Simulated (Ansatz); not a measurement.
The figure comes from a scan of Pd (fcc, Cu type): a phonon pattern at X = (0.5, 0.5, 0.0) is frozen into a 2-atom cell, Q being the largest atomic displacement. The numbers are results of PBE (plane waves to 420 eV, PAW, scalar-relativistic; Ansatz, an electronic-structure program), not measurements. k mesh 20×20×20 (Γ-centred), Fermi-Dirac smearing 0.05 eV. The energy includes the smearing's −TS. With partly filled bands, energies and forces of such displacements shift with the k mesh and the smearing. Pd is run without spin polarisation. Pd was relaxed with its symmetry unable to fall. The PAW data are Ansatz's earlier set. ΔE is measured from the undisplaced structure.

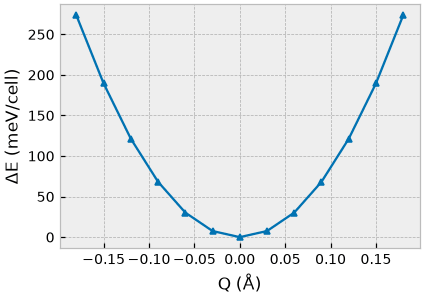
*ΔE (meV/cell) against Q (Å); one marker a computed point.*

### Question
List the plotted points as numbers.

### Answer
To the nearest 5:

| Q (Å) | ΔE (meV/cell) |
|---|---|
| -0.180 | 275 |
| -0.150 | 190 |
| -0.120 | 120 |
| -0.090 | 70 |
| -0.060 | 30 |
| -0.030 | 10 |
| 0.000 | 0 |
| 0.030 | 10 |
| 0.060 | 30 |
| 0.090 | 70 |
| 0.120 | 120 |
| 0.150 | 190 |
| 0.180 | 275 |

(A displaced cell: forces are minus the slopes of the energy, force constants its curvatures, and phonons follow from these.)
